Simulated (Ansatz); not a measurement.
# Ligand exchange: MgH(OH) + Ge2H6O2 → Mg(OH)2 + GeH2(GeH3)(OH)

Species: MgH(OH), singlet; Ge2H6O2 `[OH][GeH2][GeH2][OH]`, singlet; Mg(OH)2, singlet; GeH2(GeH3)(OH), singlet. The partners trade H for OH: Mg–H and Ge–OH bonds give way to Mg–OH and Ge–H.

Shapes, held fixed at every level: PBE0-D4/def2-TZVP. Flexible molecules stand in one conformer, not always the lowest. Programs: Ansatz 0.2.0. The zero-point and thermal change to 298 K, harmonic and unscaled (PBE0-D4/def2-TZVP), is +1.7 kJ/mol.

```json
{"level": "SPW92/def2-TZVPP", "kind": "LDA", "ΔH(298 K) (kJ/mol)": "-92.3", "less CCSD(T)/def2-TZVPP": "+3.1"}
{"level": "PBE-D4/def2-TZVPP", "kind": "GGA", "ΔH(298 K) (kJ/mol)": "-90.5", "less CCSD(T)/def2-TZVPP": "+4.9"}
{"level": "wB97M-V/def2-TZVPP", "kind": "range-separated hybrid", "ΔH(298 K) (kJ/mol)": "-93.6", "less CCSD(T)/def2-TZVPP": "+1.8"}
{"level": "MP2/def2-TZVPP", "kind": "perturbation theory", "ΔH(298 K) (kJ/mol)": "-102.7", "less CCSD(T)/def2-TZVPP": "-7.3"}
{"level": "CCSD(T)/def2-SVP", "kind": "coupled cluster or CI", "ΔH(298 K) (kJ/mol)": "-108.7", "less CCSD(T)/def2-TZVPP": "-13.3"}
{"level": "CCSD/def2-SVP", "kind": "coupled cluster or CI", "ΔH(298 K) (kJ/mol)": "-110.1", "less CCSD(T)/def2-TZVPP": "-14.7"}
{"level": "CCSD/def2-TZVPP", "kind": "coupled cluster or CI", "ΔH(298 K) (kJ/mol)": "-97.0", "less CCSD(T)/def2-TZVPP": "-1.6"}
{"level": "CCSD(T)/def2-TZVPP", "kind": "coupled cluster or CI", "ΔH(298 K) (kJ/mol)": "-95.4", "less CCSD(T)/def2-TZVPP": "0.0"}
```

The highest level, CCSD(T)/def2-TZVPP, gives ΔH(298 K) = -95.4 kJ/mol; the levels span -110.1 to -90.5. The column of differences is taken from that level and isn't an error. No measured value is set beside it here. Relativity is left out for Ge unless named. Correlated rows may include outer-core shells of Ge, Mg, which these sets cover unevenly.

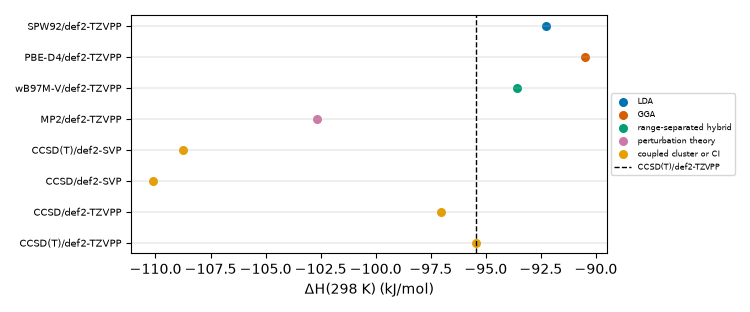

The values of the table, level by level.
